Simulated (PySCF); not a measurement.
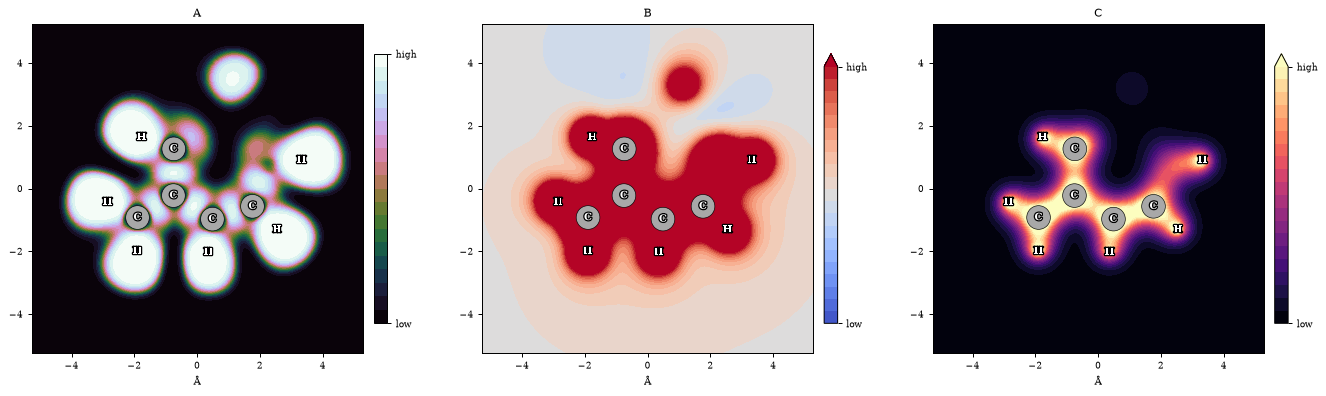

C₆H₁₁BN₂O: 3 fields on the plane of atoms C2, C1 and H12, with unlabelled colour scales. Grey discs cover the atomic cores.

Geometry: GFN2-xTB.

The calculation used PBE0/pcSseg-1, SCF density, gas phase, non-relativistic in PySCF.

> Which field does each panel show? The fields are: electron density, electron localisation function and electrostatic potential.

Panel A: electron localisation function. Panel B: electrostatic potential (strongly positive close to the atoms and fading to about zero outside). Panel C: electron density. From the grid: C–C (1.34 Å): ρ is about 2.3 e/Å³ halfway; the ELF peaks at about 0.95 between the atoms: a short, multiple covalent bond.
